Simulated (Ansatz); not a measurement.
**ClH (hydrogen chloride) at HSE06/def2-TZVPPD**

Aim: the electronic atomisation energy of ClH (hydrogen chloride) at HSE06/def2-TZVPPD, from 3 runs. 

The results are computed with Ansatz 0.2.0.

**1. The structure to begin with**

ClH: 2 atoms, total charge 0, spin state singlet. SMILES: `Cl`. The coordinates come from a PBE0-D4/def2-TZVP relaxation.

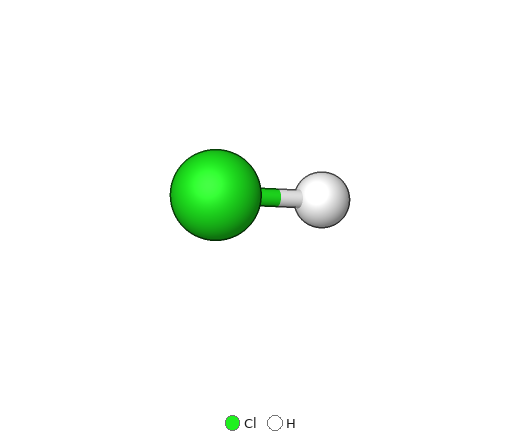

Viewed from a chosen angle; chlorine green, hydrogen white.

**2. The energy at HSE06/def2-TZVPPD**

Input file input.yaml:

```yaml
crystal:
  periodic: [false, false, false]
  atoms:
    - {symbol: Cl, position_ang: [0.546000, -0.178500, 0.280800]}
    - {symbol: H, position_ang: [-0.546000, 0.178500, -0.280800]}
basis:
  gaussian: {orbitals: def2-TZVPPD.json}
hamiltonian: {xc: hse06}
accuracy: high
output: {orbitals: {seedname: orbitals}}
```

The basis set def2-TZVPPD is read from a file made from the Basis Set Exchange's data (not shown).

On the command line:

```
$ ansatz run input.yaml --threads 1 --pin off --max-ram 3480MiB --events-out events.jsonl --progress --plain --runs-dir runs
```

What it wrote:

```text
Warning: RAYON_NUM_THREADS=1 ignored (pool sized by the plan → 1); use --threads N
Functional definition: HSE06
  name "HSE06"
  parameter a = 0.25
  parameter omega = 0.11/bohr
  exchange = pbe_x - a*pbe_x_sr(omega) + a*exact_x_sr(omega)
  correlation = pbe_c
849 factors; integrals over basis functions are off by at most 3.7e-9 eV
69 factors; integrals over basis functions are off by at most 1.3e-9 eV
mean field evaluation 1: about -12534.9283 eV, gradient 9.9e0 eV
mean field evaluation 2: about -12534.9852 eV, gradient 9.8e0 eV
mean field evaluation 4: about -12535.1635 eV, gradient 7.5e-1 eV
mean field evaluation 8: about -12535.1634 eV, gradient 2.8e-3 eV
mean field evaluation 16: about -12535.1634 eV, gradient 7.3e-8 eV
mean field -12535.16337823 eV, -460.6587575112 hartree, gradient 7.3e-8 eV, S^2 0.000000; 0 other end points of the search recorded, 0 dependent functions left out
reference -12535.16338251 eV, -460.6587576684 hartree; 9, 9 occupied and 59, 59 virtual orbitals, 849 factors
Total energy: -12535.16338251 eV, -460.6587576684 hartree
```

It took 1.1 s on 1 thread of Arm Neoverse V2, shared host; peak memory 0.11 GiB.

**3. The Cl atom, same level**

Input file molecule.yaml:

```yaml
crystal:
  periodic: [false, false, false]
  atoms:
    - {symbol: Cl, position_ang: [0.000000, 0.000000, 0.000000]}
basis:
  gaussian: {orbitals: def2-TZVPPD.json}
accuracy: high
hamiltonian: {xc: {name: HSE06}}
magnetization: {spin_polarized: true, initial_magnetization: 1}
```

The basis set def2-TZVPPD is read from a file made from the Basis Set Exchange's data (not shown).

On the command line:

```
$ ansatz run molecule.yaml --threads 1 --pin off --max-ram 3480MiB --events-out events.jsonl --progress --plain --runs-dir runs
```

What it wrote, cut to the lines that bear on the results:

```text
Warning: RAYON_NUM_THREADS=1 ignored (pool sized by the plan → 1); use --threads N
[... 6 set-up lines as earlier in the session ...]
487 factors; integrals over basis functions are off by at most 2.9e-9 eV
51 factors; integrals over basis functions are off by at most 1.2e-9 eV
mean field evaluation 1: about -12516.8524 eV, gradient 5.0e0 eV
mean field evaluation 2: about -12516.9584 eV, gradient 1.6e0 eV
mean field evaluation 4: about -12516.9671 eV, gradient 7.6e-1 eV
mean field evaluation 8: about -12516.9711 eV, gradient 1.1e-2 eV
mean field evaluation 16: about -12516.9711 eV, gradient 2.2e-7 eV
mean field -12516.97105126 eV, -459.9902018259 hartree, gradient 5.9e-9 eV, S^2 0.754117; 0 other end points of the search recorded, 0 dependent functions left out
reference -12516.97105522 eV, -459.9902019717 hartree; 9, 8 occupied and 42, 43 virtual orbitals, 487 factors
Total energy: -12516.97105522 eV, -459.9902019717 hartree
```

Wall time 1.5 s (1 thread of Arm Neoverse V2, shared host); peak memory 0.1 GiB.

**4. The H atom, same level**

Input file in.yaml:

```yaml
crystal:
  periodic: [false, false, false]
  atoms:
    - symbol: H
      position_ang: [0.000000, 0.000000, 0.000000]
basis:
  gaussian: {orbitals: def2-TZVPPD.json}
magnetization: {spin_polarized: true, initial_magnetization: 1}
hamiltonian: {xc: hse06}
accuracy: high
```

The basis set def2-TZVPPD is read from a file made from the Basis Set Exchange's data (not shown).

On the command line:

```
$ ansatz run in.yaml --threads 1 --pin off --max-ram 3480MiB --events-out events.jsonl --progress --plain --runs-dir runs
```

What it wrote, cut to the lines that bear on the results:

```text
Warning: RAYON_NUM_THREADS=1 ignored (pool sized by the plan → 1); use --threads N
[... 6 set-up lines as earlier in the session ...]
117 factors; integrals over basis functions are off by at most 2.6e-9 eV
29 factors; integrals over basis functions are off by at most 1.5e-9 eV
mean field evaluation 1: about -13.6261 eV, gradient 1.2e-1 eV
mean field evaluation 2: about -13.6260 eV, gradient 1.2e-1 eV
mean field evaluation 4: about -13.6261 eV, gradient 3.4e-4 eV
mean field evaluation 8: about -13.6261 eV, gradient 1.0e-7 eV
mean field -13.62611853 eV, -0.5007506200 hartree, gradient 1.0e-7 eV, S^2 0.750000; 0 other end points of the search recorded, 0 dependent functions left out
reference -13.62612104 eV, -0.5007507122 hartree; 1, 0 occupied and 16, 17 virtual orbitals, 117 factors
Total energy: -13.62612104 eV, -0.5007507122 hartree
```

Run time: 0.2 s. Hardware: 1 thread of Arm Neoverse V2, shared host.

**5. Outcome**

Level: HSE06/def2-TZVPPD.

| quantity | value |
| --- | --- |
| molecule: total energy | -460.65876 Eh |
| molecule: HOMO energy | -9.09 eV |
| molecule: LUMO energy | -0.47 eV |
| molecule: HOMO–LUMO gap | 8.63 eV |
| Cl atom: total energy | -459.99020 Eh |
| Cl atom: ⟨S²⟩ | 0.754 |
| H atom: total energy | -0.50075 Eh |
| H atom: ⟨S²⟩ | 0.750 |
| electronic atomisation energy | 4.566 eV |

**Reading.** Taking the molecule apart into free atoms costs 4.57 eV (441 kJ/mol), before zero-point energy and without spin-orbit coupling.
